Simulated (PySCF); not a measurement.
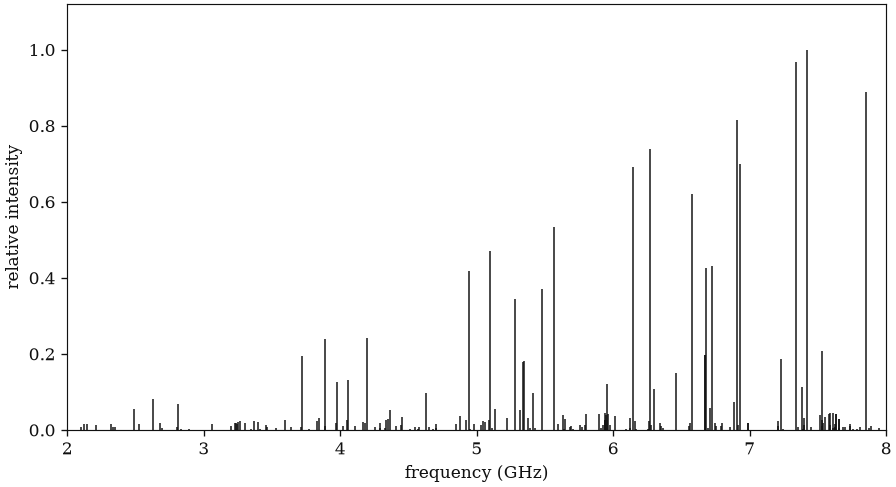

Simulated rotational absorption lines between 2 and 8 GHz at 1.5 K: rigid rotor with the equilibrium constants and dipole of one optimised conformer (PBE0-D3(BJ)/def2-SVP, PySCF), commonest isotopes; no centrifugal distortion, hyperfine structure, internal rotation or nuclear-spin weights; lines within 1 MHz of each other are summed.

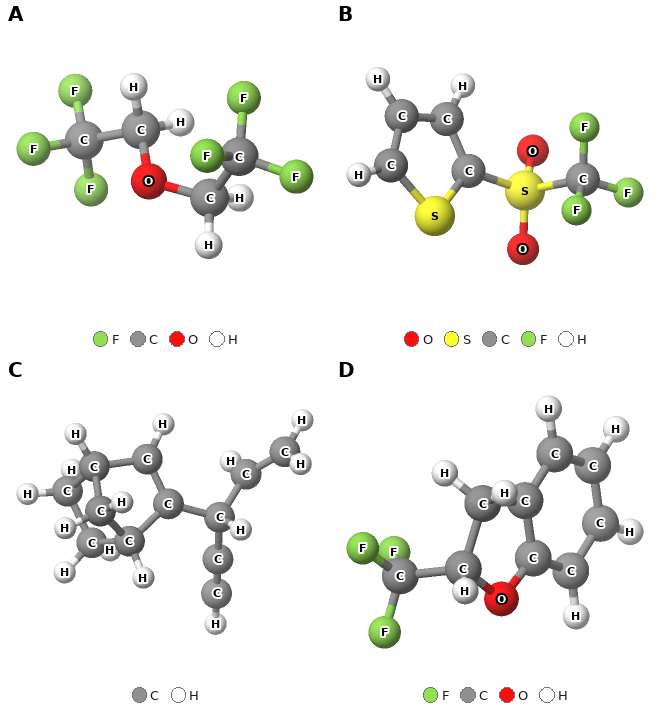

> Which molecule gives this spectrum? Choose among the lettered structures.

Structure C, C₁₂H₁₄, SMILES C#C[C@@H](C=C)C1=C[C@H]2CC[C@@H]1C2. Rotational constants A, B, C = 1.518, 0.7421, 0.5827 GHz, |μa|, |μb|, |μc| = 0.30, 0.15, 0.00 D.

Known limits of this run: coarse grid, loose stop and no frequency check, small forces are noise and the end may be a saddle.
